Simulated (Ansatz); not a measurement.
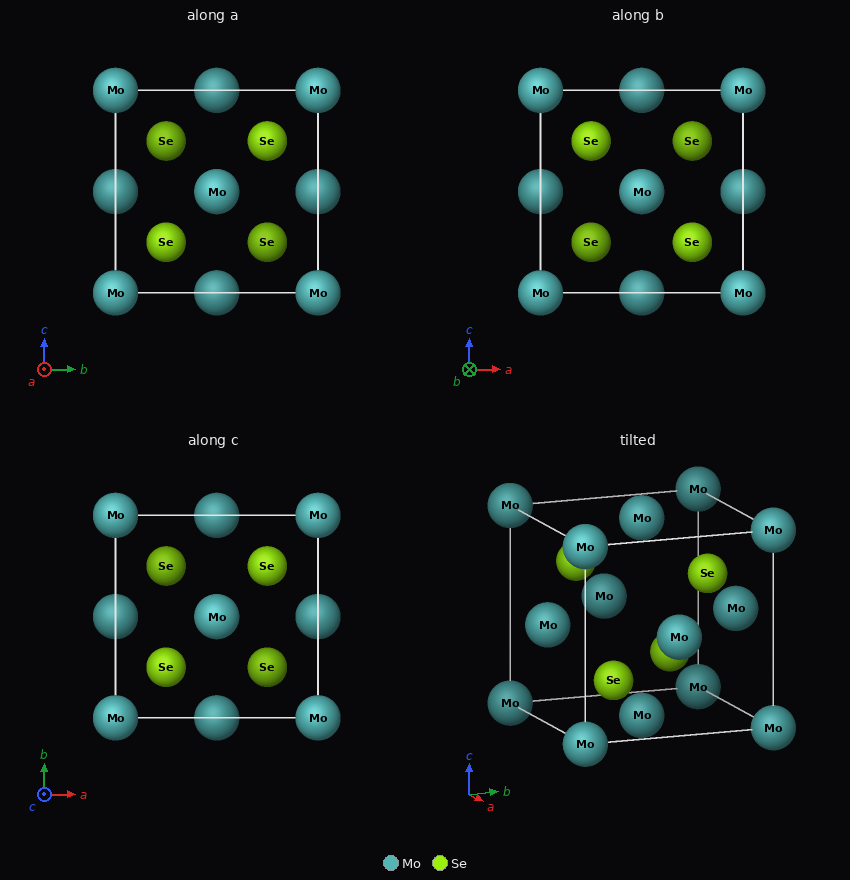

The image is a spheres-only drawing of a crystal, viewed along the a axis, along the b axis, along the c axis and slightly off an axis. One conventional unit cell is framed, with atoms on its boundary repeated.

Lattice parameters: a = 6.1625 Å, b = 6.1625 Å, c = 6.1625 Å, α = 90.000°, β = 90.000°, γ = 90.000°.

Question: From the views, write a CIF with its space group and independent sites.

Answer:
```cif
data_structure
_symmetry_space_group_name_H-M 'F -4 3 m'
_symmetry_Int_Tables_number 216
_cell_length_a 6.1625
_cell_length_b 6.1625
_cell_length_c 6.1625
_cell_angle_alpha 90.000
_cell_angle_beta 90.000
_cell_angle_gamma 90.000
_cell_volume 234.03
loop_
_atom_site_label
_atom_site_type_symbol
_atom_site_symmetry_multiplicity
_atom_site_Wyckoff_symbol
_atom_site_fract_x
_atom_site_fract_y
_atom_site_fract_z
_atom_site_occupancy
Mo1 Mo 4 a 0.0000 0.0000 0.0000 1
Se1 Se 4 d 0.2500 0.2500 0.7500 1
```

Its origin is a structure type filled with these elements by a generator (whether the compound takes this form wasn't checked). Earlier steps of the study may have refined or changed the cell and positions. An electronic-structure calculation with Ansatz was run on it.
